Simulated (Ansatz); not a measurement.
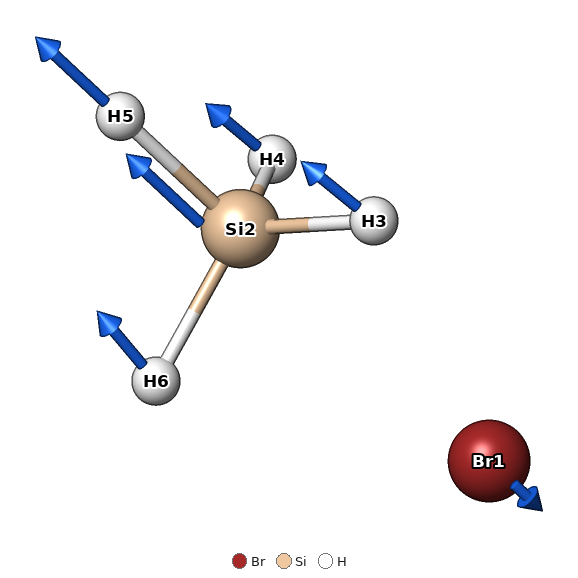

The arrows show one normal mode. State: charge −1, singlet. Harmonic vibrations computed with RKS PBE0-D4/def2-TZVP (Ansatz 0.2.0) at a stationary point of the same level.

Q: Estimate its harmonic wavenumber.

A: 87 cm⁻¹; it is mode 1 of 12 counted from the lowest.
